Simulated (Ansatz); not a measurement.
## Effect of O → F on hypothetical fluorite TeO2

Consider TeO2 in the fluorite structure (space group Fm-3m, No. 225; a = 5.386 Å; a hypothetical phase, not in the database extracts checked).

Now apply this change: every O is replaced by F, then cell and atoms are relaxed.

The values are results of plane-wave PAW DFT at the PBE level (Ansatz, a quantum-chemistry and plane-wave program, 420 eV), without spin-orbit coupling, not measurements. k-mesh 14×14×14 (Γ-centred); smearing 0.05 eV (Fermi–Dirac), for the changed cell.

```
quantity                                  base          changed         shift
-----------------------------  ---------------  ---------------  ------------
volume per atom                       13.02 Å³         17.41 Å³      +4.39 Å³
density                             6.79 g/cm³       5.26 g/cm³  -1.521 g/cm³
lattice parameter a                10.178 bohr      11.213 bohr  +1.0356 bohr
space group                    Fm-3m (No. 225)  Fm-3m (No. 225)             –
shortest interatomic distance       4.407 bohr       4.856 bohr  +0.4484 bohr
band gap                               0.82 eV             zero             –
```

Final structure:

```xyz
3
Lattice="0.0000 2.9669 2.9669 2.9669 0.0000 2.9669 2.9669 2.9669 0.0000" Properties=species:S:1:pos:R:3 pbc="T T T"
Te     0.0000     0.0000     0.0000
F      1.4835     1.4835     1.4835
F      4.4504     4.4504     4.4504
```

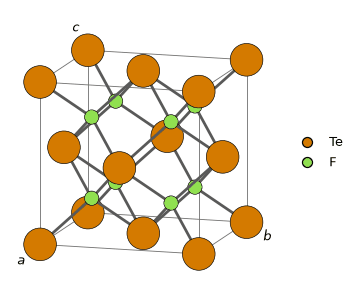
Figure. The relaxed conventional cell after the change

Spin-orbit coupling, missing from the scalar runs, can matter with Te. No phonon test of stability was made. As relaxed here, TeF2 is a hypothetical phase, not in the database extracts checked. All final runs are without spin polarisation. The zero or small gap of TeF2 can change with the level of theory.
